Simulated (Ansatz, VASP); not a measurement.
# Cross-check of MgRe2 between VASP and Ansatz

One calculation is typed for both programs; each brings its own data sets and cutoff. How far apart do they land? The cell is invented: As first built, before any earlier steps moved the atoms: it takes the MgPt2 structure with some of its atoms replaced by other elements, volume scaled by an estimate. It may not be a known or stable phase. The cell comes out of the VASP series on this material, whose earlier steps may have relaxed, scaled or displaced it; both programs get it as it stands.

Main program and level: Ansatz 0.2.0; plane waves, with VASP 6.6.1 beside it; single point at PBE.

## 1. Starting point

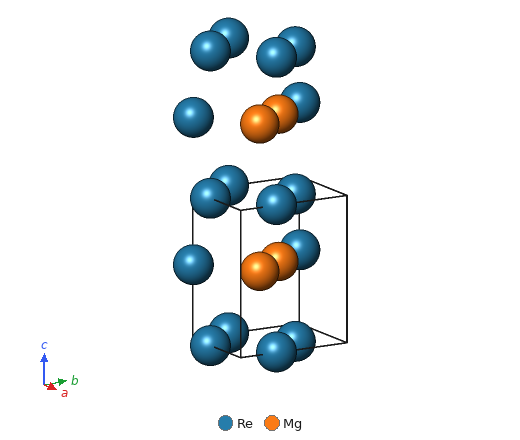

The starting structure, seen slightly off an axis (rhenium blue, magnesium orange). 1×1×2 cells are drawn. Some periodic images of atoms are drawn too.

Coordinates:

```xyz
6
Lattice="4.8420 0.0000 0.0000 -2.4210 4.1933 0.0000 0.0000 0.0000 4.5511" Properties=species:S:1:pos:R:3 pbc="T T T"
Re    0.0479    0.0108    2.2823
Re   -0.7984    1.4105    0.0237
Re    1.6053    0.0624   -0.0271
Re    1.6476    2.7791    0.0043
Mg   -0.0413    2.7869    2.2649
Mg    2.3716    1.4044    2.3098
```

## 2. VASP: single point, PBE

A single point gives forces, pressure and levels at one fixed geometry, so differences don't come from the geometry; what else differs is listed under the comparison.

Lines of VASP's logs that name or quote its potential files are left out, and so is its time.

Input file INCAR:

```
SYSTEM = MgRe2
PREC = Accurate
ENCUT = 400
EDIFF = 1E-06
NELM = 100
ISMEAR = -1
SIGMA = 0.05
LREAL = .FALSE.
ALGO = Normal
GGA = PE
NBANDS = 22
LORBIT = 11
LWAVE = .FALSE.
LCHARG = .FALSE.
KPAR = 1
NCORE = 1
ISIF = 2
```

Input file POSCAR:

```
MgRe2
1.0
    4.8419772759      0.0000000000      0.0000000000
   -2.4209886380      4.1932748559      0.0000000000
    0.0000000000      0.0000000000      4.5511112812
Re Mg
4 2
Direct
    0.0111840000      0.0025850000      0.5014840000
    0.0032850000      0.3363670000      0.0052090000
    0.3389800000      0.0148830000     -0.0059470000
    0.6716650000      0.6627630000      0.0009430000
    0.3237780000      0.6646010000      0.4976600000
    0.6572690000      0.3349240000      0.5075170000
```

Input file KPOINTS:

```
Automatic mesh
0
Gamma
5 5 4
0 0 0
```

Potentials, in the order of the species: Re and Mg (PBE family, release 64).

The run is started by

```console
> mpirun -np 8 vasp_std
```

Numbers of over 12 decimals in the logs are rounded to 6 here.

What it wrote:

```text
[banner, memory and clock lines left out]
running    8 mpi-ranks, on    1 nodes
 distrk:  each k-point on    8 cores,    1 groups
 distr:  one band on    1 cores,    8 groups

 POSCAR found type information on POSCAR ReMg
 POSCAR found :  2 types and       6 ions
|                                                                             |
|           W    W    AA    RRRRR   N    N  II  N    N   GGGG   !!!           |
|           W    W   A  A   R    R  NN   N  II  NN   N  G    G  !!!           |
|           W    W  A    A  R    R  N N  N  II  N N  N  G       !!!           |
|           W WW W  AAAAAA  RRRRR   N  N N  II  N  N N  G  GGG   !            |
|           WW  WW  A    A  R   R   N   NN  II  N   NN  G    G                |
|           W    W  A    A  R    R  N    N  II  N    N   GGGG   !!!           |
|                                                                             |
|     For optimal performance we recommend to set                             |
|       NCORE = 2 up to number-of-cores-per-socket                            |
|     NCORE specifies how many cores store one orbital (NPAR=cpu/NCORE).      |
|     This setting can greatly improve the performance of VASP for DFT.       |
|     The default, NCORE=1 might be grossly inefficient on modern             |
|     multi-core architectures or massively parallel machines. Do your        |
|     Unfortunately you need to use the default for GW and RPA                |
|     calculations (for HF NCORE is supported but not extensively tested      |
|     yet).                                                                   |
|                                                                             |

 LDA part: xc-table for (Slater+PW92), standard interpolation
|                                                                             |
|           W    W    AA    RRRRR   N    N  II  N    N   GGGG   !!!           |
|           W    W   A  A   R    R  NN   N  II  NN   N  G    G  !!!           |
|           W    W  A    A  R    R  N N  N  II  N N  N  G       !!!           |
|           W WW W  AAAAAA  RRRRR   N  N N  II  N  N N  G  GGG   !            |
|           WW  WW  A    A  R   R   N   NN  II  N   NN  G    G                |
|           W    W  A    A  R    R  N    N  II  N    N   GGGG   !!!           |
|                                                                             |
|     The number of bands has been changed from the values supplied in        |
|     The orbitals not found in the WAVECAR file will be initialized with     |
|     random numbers, which is usually adequate. For correlated               |
|     calculations, however, you should redo the groundstate calculation.     |
|     I found NBANDS = 22. Now, NBANDS = 24.                                  |
|                                                                             |

 POSCAR, INCAR and KPOINTS ok, starting setup
 FFT: planning ... GRIDC
 FFT: planning ... GRID_SOFT
 FFT: planning ... GRID
 WAVECAR not read
 entering main loop
       N       E                     dE             d eps       ncg     rms          rms(c)
DAV:   1     0.100954121197E+03    0.10095E+03   -0.11542E+04  4896   0.136E+03
DAV:   2    -0.369330966167E+02   -0.13789E+03   -0.12203E+03  4512   0.562E+02
DAV:   3    -0.521469286405E+02   -0.15214E+02   -0.12968E+02  4352   0.184E+02
DAV:   4    -0.536861273048E+02   -0.15392E+01   -0.14469E+01  4336   0.513E+01
DAV:   5    -0.538000463050E+02   -0.11392E+00   -0.11128E+00  4320   0.146E+01    0.498E+01
DAV:   6    -0.511771443139E+02    0.26229E+01   -0.58016E+00  4544   0.465E+01    0.156E+01
DAV:   7    -0.510365966583E+02    0.14055E+00   -0.26912E+00  4672   0.335E+01    0.639E+00
DAV:   8    -0.506224901914E+02    0.41411E+00   -0.95533E-01  4744   0.275E+01    0.147E+00
DAV:   9    -0.505931296026E+02    0.29361E-01   -0.16129E-01  4240   0.371E+00    0.729E-01
DAV:  10    -0.505883550103E+02    0.47746E-02   -0.14907E-02  4432   0.344E+00    0.354E-01
DAV:  11    -0.505873827502E+02    0.97226E-03   -0.36856E-03  4592   0.141E+00    0.198E-01
DAV:  12    -0.505871248381E+02    0.25791E-03   -0.80739E-04  4480   0.409E-01    0.833E-02
DAV:  13    -0.505871287243E+02   -0.38862E-05   -0.12593E-04  4584   0.204E-01    0.406E-02
DAV:  14    -0.505871268762E+02    0.18481E-05   -0.89903E-06  3176   0.886E-02    0.162E-02
DAV:  15    -0.505871260086E+02    0.86767E-06   -0.14038E-06  2368   0.498E-02
   1 F= -.50587126E+02 E0= -.50572916E+02  d E =-.284191E-01
```

OUTCAR, selected parts (step 2):

```text
ion  position               nearest neighbor table
   1  0.011  0.003  0.501-   6 2.71   5 2.73   3 2.73   5 2.78   3 2.79   2 2.79   6 2.80   4 2.81
                             4 2.81   2 2.82   6 2.88   5 2.88
   2  0.003  0.336  0.005-   5 2.74   3 2.76   4 2.76   3 2.79   1 2.79   5 2.79   4 2.80   6 2.82
                             1 2.82   4 2.82   6 2.83   3 2.85
   3  0.339  0.015  0.994-   6 2.70   4 2.72   1 2.73   2 2.76   1 2.79   2 2.79   4 2.80   6 2.80
                             5 2.80   5 2.83   2 2.85   4 2.87
   4  0.672  0.663  0.001-   3 2.72   6 2.73   2 2.76   6 2.78   3 2.80   2 2.80   1 2.81   1 2.81
                             5 2.82   2 2.82   5 2.85   3 2.87
   5  0.324  0.665  0.498-   1 2.73   2 2.74   1 2.78   6 2.78   2 2.79   6 2.80   3 2.80   6 2.81
                             4 2.82   3 2.83   4 2.85   1 2.88
   6  0.657  0.335  0.508-   3 2.70   1 2.71   4 2.73   4 2.78   5 2.78   5 2.80   1 2.80   3 2.80
                             5 2.81   2 2.82   2 2.83   1 2.88

  LATTYP: Found a hexagonal cell.
 ALAT       =     4.8419772759
 C/A-ratio  =     0.9399282611

 Subroutine GETGRP returns: Found  1 space group operations
 (whereof  1 operations were pure point group operations)

The static configuration has the point symmetry C_1 .

 Found     51 irreducible k-points:

   k-points           NKPTS =     51   k-points in BZ     NKDIM =     51   number of bands    NBANDS=     24

   dimension x,y,z NGX =    32 NGY =   32 NGZ =   30
   dimension x,y,z NGXF=    64 NGYF=   64 NGZF=   60

   ENCUT  =  400.0 eV  29.40 Ry    5.42 a.u.   7.90  7.90  7.42*2*pi/ulx,y,z

   NELECT =      32.0000    total number of electrons

 k-points in reciprocal lattice and weights: Automatic mesh
   0.00000000  0.00000000  0.00000000       0.010
   0.20000000  0.00000000  0.00000000       0.020
   0.00000000  0.20000000  0.00000000       0.020
  -0.20000000  0.20000000  0.00000000       0.020
   0.40000000  0.00000000  0.00000000       0.020
   0.00000000  0.40000000  0.00000000       0.020
  -0.40000000  0.40000000  0.00000000       0.020
   0.20000000  0.20000000  0.00000000       0.020
  -0.20000000  0.40000000  0.00000000       0.020
[...]
-0.20000000 -0.40000000  0.50000000       0.020
   0.40000000  0.40000000  0.50000000       0.020

 average (electrostatic) potential at core
       1 -40.6364       2 -40.9204       3 -40.9362       4 -40.9080       5 -34.0009
       6 -33.9902

 E-fermi :   6.3766

 k-point     1 :       0.0000    0.0000    0.0000
  band No.  band energies     occupation
    ...
     11       4.1190      2.00000
     12       4.2076      2.00000
     13       5.1314      2.00000
     14       5.1960      2.00000
     15       6.0225      1.99832
     16       6.8478      0.00016
     17       6.9757      0.00001
     18       7.0657      0.00000
     19       7.1396      0.00000
     20       7.1688      0.00000
    ...

 k-point     2 :       0.2000    0.0000    0.0000
  band No.  band energies     occupation
    ...
     11       4.5373      2.00000
     12       4.6435      2.00000
     13       4.7575      2.00000
     14       5.1740      2.00000
     15       5.6527      2.00000
     16       6.5387      0.07526
     17       6.8589      0.00013
     18       6.9258      0.00003
     19       6.9725      0.00001
     20       7.4551      0.00000
    ...

 k-point     3 :       0.0000    0.2000    0.0000
  band No.  band energies     occupation
    ...
     11       4.5030      2.00000
     12       4.6184      2.00000
     13       4.7915      2.00000
     14       5.1462      2.00000
     15       5.6032      2.00000
     16       6.5039      0.14529
     17       6.8210      0.00028
     18       6.8746      0.00009
     19       7.0235      0.00000
     20       7.4638      0.00000
    ...

  Total       -0.1062129     -0.0427515      0.1428681      0.1958963      0.1234691     -0.3168709
  in kB       -1.8415965     -0.7412563      2.4771509      3.3965916      2.1407960     -5.4941356
  external PRESSURE =      -0.0352340 kB  Pullay stress =       0.0000000 kB

  energy-cutoff  :      400.00
  volume of cell :       92.40
      direct lattice vectors                 reciprocal lattice vectors
     4.841977276  0.000000000  0.000000000     0.206527198  0.119238547  0.000000000
    -2.420988638  4.193274856  0.000000000     0.000000000  0.238477094  0.000000000
     0.000000000  0.000000000  4.551111281     0.000000000  0.000000000  0.219726554

 POSITION                                       TOTAL-FORCE (eV/Angst)
 -----------------------------------------------------------------------------------
      0.04789      0.01084      2.28231        -0.911934     -0.069668     -0.045611
     -0.79843      1.41048      0.02371         0.027878     -0.195320     -0.143204
      1.60530      0.06241      4.52405         0.060991     -0.570805      0.404431
      1.64764      2.77915      0.00429        -0.197672      0.568840      0.095585
     -0.04127      2.78685      2.26491         0.405585      0.230751      0.106619
      2.37163      1.40443      2.30977         0.615152      0.036201     -0.417820
 -----------------------------------------------------------------------------------
    total drift:                                0.001128     -0.000395      0.000017

  FREE ENERGIE OF THE ION-ELECTRON SYSTEM (eV)
  ---------------------------------------------------
  free  energy   TOTEN  =       -50.5871260086 eV

  energy  without entropy=      -50.5587069066  energy(sigma->0) =      -50.57291646

 total charge
# of ion       s       p       d       tot
------------------------------------------
    1        0.588   0.523   4.814   5.925
    2        0.608   0.562   4.738   5.908
    3        0.615   0.577   4.748   5.941
    4        0.607   0.563   4.740   5.911
    5        0.220   0.226   0.046   0.492
    6        0.223   0.230   0.049   0.503
--------------------------------------------------
tot          2.861   2.681  19.137  24.679

[... 3 further parts left out ...]
```

The run ends at a pressure of 0.00 GPa, with forces up to 0.92 eV/Å.

## 3. Ansatz: single point, PBE

Ansatz runs on its default PAW (the set named soft_2) files.

The same cell, functional, mesh and smearing now go to Ansatz, which takes its cutoff from its data sets.

Input file input.yaml:

```yaml
crystal:
  lattice:
    - [4.8419772759, 0.0, 0.0]
    - [-2.420988638, 4.1932748559, 0.0]
    - [0.0, 0.0, 4.5511112812]
  atoms:
    - { symbol: Re, position: [0.011184, 0.002585, 0.501484] }
    - { symbol: Re, position: [0.003285, 0.336367, 0.005209] }
    - { symbol: Re, position: [0.33898, 0.014883, -0.005947] }
    - { symbol: Re, position: [0.671665, 0.662763, 0.000943] }
    - { symbol: Mg, position: [0.323778, 0.664601, 0.49766] }
    - { symbol: Mg, position: [0.657269, 0.334924, 0.507517] }
hamiltonian:
  xc: pbe
  pseudopotentials: { kind: paw }
kpoints:
  mp_grid: { grid: [5, 5, 4] }
scf:
  occupations: { method: fermi_dirac, width: 0.05 }
  n_extra_bands: 5
output:
  forces: true
  stress: true
  eigenvalues: true
```

The run is started by

```console
> ansatz run input.yaml --threads 4 --pin off --max-ram 9216MiB --backend cpu --events-out ev --progress --plain --runs-dir out
```

What it wrote:

```text
scf.n_extra_bands = 5 over 40 filled bands (N_el = 80.0): the run solves 45 bands
Engine: ansatz 0.2.0, aarch64-unknown-linux-gnu
Pseudopotentials: kind: paw
Pseudopotential: Re, paw, valence charge 15, recommended cutoff 420 eV (normal), Re.paw.azcp
Pseudopotential: Mg, paw, valence charge 10, recommended cutoff 420 eV (normal), Mg.paw.azcp
Functional definition: PBE
  parameter kappa = 0.804
  parameter beta = 0.066725
  exchange = pbe_x(kappa = kappa, mu = beta*pi^2/3)
  correlation = pbe_c(beta = beta)
Crystal: 6 atoms, lattice volume = 92.405 Å³
Basis set: ecut = 420 eV, 1773 PW (Γ), exchange–correlation on 72×72×64 points (8 copies of the dense FFT grid, shifted against one another)
Bands: 45, of which v1, the nominal top of the filled ones, is band 40 counted from 1 (39 counted from 0)
Symmetry: 1 space group operations
Space group: P1 (ITA 1), of the structure as read, at distance tolerance 4.5e-5 Å
k-points: 51 of 100 (time reversal used)
Non-local potential: Re, projectors of the file, l = 0: 3, l = 1: 2, l = 2: 2, l = 3: 1
Non-local potential: Mg, projectors of the file, l = 0: 3, l = 1: 2, l = 2: 1
PAW form: soft (Blöchl's): semilocal exchange-correlation on the pseudo side does not see the compensation charge
PAW one-centre angular grid: Re, 590 points (default); XC on 64 Gauss nodes
PAW one-centre angular grid: Mg, 110 points (default); XC on 64 Gauss nodes
Initial density: superposition of atomic densities (neutral atoms: chi_scale 0, normalization atom), corrected by the library's trained network
Initial wavefunctions: pseudopotential atomic-orbital guess
Functional: x = pbe(κ = 0.804, μ = 0.219515), c = pbe(β = 0.066725)
SCF iter   1: F=—  HF=-47317.732480 eV  |F-HF|=—  |Δ(HF+E_count)|=         —  Δρ=8.01e-3  dr2=9.06e-2  ethr=1.77e-3  ⟨swp⟩=5.2  Hψ=7478  notcnv=0
preconditioner: auto → Resta (q_TF=auto, 2.664 Å⁻¹)  ε∞=29.9  [insulator: Δε(μ)=0.139 eV  Ē_g=4.062 eV  σ=0.050 eV  W_gap=0.58  n_scr=26 (ndim 8)  ℏωp=21.9 eV  f_vac=0.000  D(μ)=2.38/eV (n_scr^D=20)  ε∞_Penn≈29.9]
SCF iter   2: F=—  HF=-47317.725937 eV  |F-HF|=—  |Δ(HF+E_count)|=   6.54e-3  Δρ=4.17e-3  dr2=2.26e-2  ethr=1.13e-4  ⟨swp⟩=1.0  Hψ=2756  notcnv=0
SCF iter   3: F=—  HF=-47317.723588 eV  |F-HF|=—  |Δ(HF+E_count)|=   2.35e-3  Δρ=5.42e-4  dr2=1.93e-4  ethr=2.83e-5  ⟨swp⟩=2.3  Hψ=2845  notcnv=0
SCF iter   4: F=—  HF=-47317.723585 eV  |F-HF|=—  |Δ(HF+E_count)|=   3.14e-6  Δρ=1.15e-4  dr2=2.13e-5  ethr=2.41e-7  ⟨swp⟩=2.0  Hψ=3094  notcnv=0
SCF iter   5: F=—  HF=-47317.723631 eV  |F-HF|=—  |Δ(HF+E_count)|=   4.64e-5  Δρ=2.86e-5  dr2=9.51e-7  ethr=2.66e-8  ⟨swp⟩=2.0  Hψ=4117  notcnv=0
SCF iter   6: F=—  HF=-47317.723631 eV  |F-HF|=—  |Δ(HF+E_count)|=   2.87e-7  Δρ=1.01e-5  dr2=1.19e-7  ethr=1.25e-10  ⟨swp⟩=5.0  Hψ=8362  notcnv=0
SCF iter   7: F=-47317.723631 eV  HF=-47317.723631 eV  |F-HF|=5.18e-9  |Δ(HF+E_count)|=   2.57e-8  Δρ=2.44e-6  dr2=7.36e-9  ethr=1.25e-10  ⟨swp⟩=4.0  Hψ=7142  notcnv=0
SCF 1 converged in 7 iterations: F = -47317.723631 eV  dr2 = 7.36e-9
  greatest PAW one-centre occupation: 1.000 electrons in one spin orbital (limit 2), on the Mg atom at site 5 (counted from 0), in its partial waves of l = 0
SCF converged after 7 iterations
Free energy (F): -47317.723631 eV
Harris-Foulkes:  -47317.723631 eV  (|F-HF|=5.18e-9)
Internal energy: -47317.695380 eV  (E = F + TS)
E sigma→0 (E₀):  -47317.709506 eV
Entropy (-TS):   -0.028251 eV (-4.708 meV/atom)
Fermi energy:    18.156887 eV
--- Per-component energies (eV) ---
  E_band       = -1079.142653
  E_kinetic    = 2307.904969
  E_local      = -6329.350907  (includes V_loc(G=0)·N_el)
  E_nonlocal   = 389.296122
  E_hartree    = 2232.124389
  E_xc         = -1671.260025
  E_vxc        = -1287.906550  (∫ρ·V_xc dr)
  E_paw        = -35218.114452  (= ΣΔE_a)
  E_vpaw       = -623.333991  (= ΣTr[D̂ρ^β])
  E_aug_tail   = -0.000304  (compensation charges beyond the density's cutoff)
  E_ewald      = -9028.295172
  E_smearing   = -0.028251  (= −TS)
  E_closure    = -0.000000  (closes the sum)
  Σ components = -47317.723631   (vs F -47317.723631, Δ=0.00e0)
--- Forces (eV/Å), atoms counted from 1 ---
  atom   1  Re    -0.92193065    -0.06919914    -0.05077811
  atom   2  Re     0.02991919    -0.18859376    -0.14849865
  atom   3  Re     0.07820189    -0.59674983     0.41514860
  atom   4  Re    -0.20867397     0.58770526     0.09535279
  atom   5  Mg     0.40708536     0.23061416     0.10766889
  atom   6  Mg     0.61539312     0.03622489    -0.41889364
  max |Σ_I F_I| component: 5.06e-6 eV/Å
--- Stress (GPa, compression-positive) ---
        0.180882       0.336893      -0.519627
        0.336893       0.264613       0.207339
       -0.519627       0.207339       0.664228
  P = ⅓ Tr σ = 0.3699 GPa (3.699 kbar)
--- Band table (eV; the first three rows and the last of 51) ---
  k-point 0: bands = [... 36 lower, 16.9116, 16.9764, 17.7920, 18.6392, 18.7655, 18.8542, 18.9281, 18.9535, ... 1 higher]
  k-point 1: bands = [... 36 lower, 16.4884, 16.7865, 16.8605, 17.4976, 17.5867, 19.0858, 19.7429, 19.7613, ... 1 higher]
  k-point 2: bands = [... 36 lower, 16.3896, 16.8595, 16.9346, 17.0007, 17.0343, 19.0936, 19.5782, 19.6352, ... 1 higher]
  k-point 50: bands = [... 36 lower, 17.0676, 17.2506, 17.3926, 17.9249, 18.3439, 18.5248, 19.2688, 19.3261, ... 1 higher]
```

Wall time 4.5 s (4 threads of Arm Neoverse V2, shared host); peak memory 0.45 GiB.

The run ends at a pressure of 0.37 GPa, with forces up to 0.93 eV/Å.

## 4. Comparison

Known differences besides the PAW data sets themselves: the data sets hold 80 valence electrons in Ansatz (default PAW (the set named soft_2) files) and 32 in VASP; the cutoff is 420 eV in Ansatz and 400 eV in VASP; VASP leaves aspherical gradient terms in its spheres out (LASPH is not set), Ansatz keeps them. Total energies have different zeros and are not compared.

Both answers:

| quantity | Ansatz | VASP | difference |
| --- | --- | --- | --- |
| pressure (GPa) | 0.37 | 0.00 | +0.37 |

Forces (eV/Å; atoms numbered as in POSCAR):

| atom | Ansatz x, y, z | VASP x, y, z |
| --- | --- | --- |
| Re1 | -0.922, -0.069, -0.051 | -0.912, -0.070, -0.046 |
| Re2 | 0.030, -0.189, -0.148 | 0.028, -0.195, -0.143 |
| Re3 | 0.078, -0.597, 0.415 | 0.061, -0.571, 0.404 |
| Re4 | -0.209, 0.588, 0.095 | -0.198, 0.569, 0.096 |
| Mg5 | 0.407, 0.231, 0.108 | 0.406, 0.231, 0.107 |
| Mg6 | 0.615, 0.036, -0.419 | 0.615, 0.036, -0.418 |

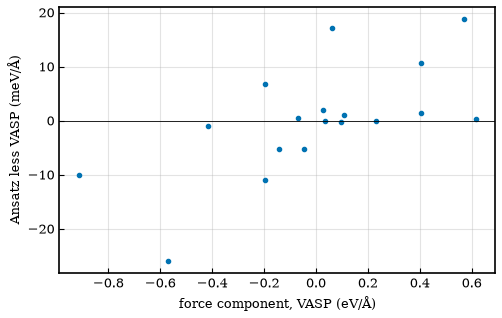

Difference of the force components against their size.

The forces differ by 9.9 meV/Å r.m.s., which is 2.6 % of the r.m.s. force of 0.38 eV/Å (both taken over all components). Ansatz's pressure holds a Pulay correction of 0.10 GPa; VASP's holds none.

## 5. Outcome

| Property | Result |
| --- | --- |
| r.m.s. force difference (single point, PBE) | 2.6 % of the r.m.s. force |

In words: The r.m.s. force difference is 2.6 % of the r.m.s. force (single point, PBE), within the 3 % picked in this series as the mark of a large difference. How closely two codes agree says nothing of how well the functional describes the real material.

[Lines on the potential files, build, host, timing and source positions are cut from VASP's logs without a mark.]

[Logs are printed without paths, hosts, clocks, repeated set-up lines and the standing remarks that a program may print on its own settings, such as how far it seeks lower states.]

[Hosts, paths, dates, database ids (printed as entryN), source tags and the programs' standing remarks are cut or masked in the printed files.]
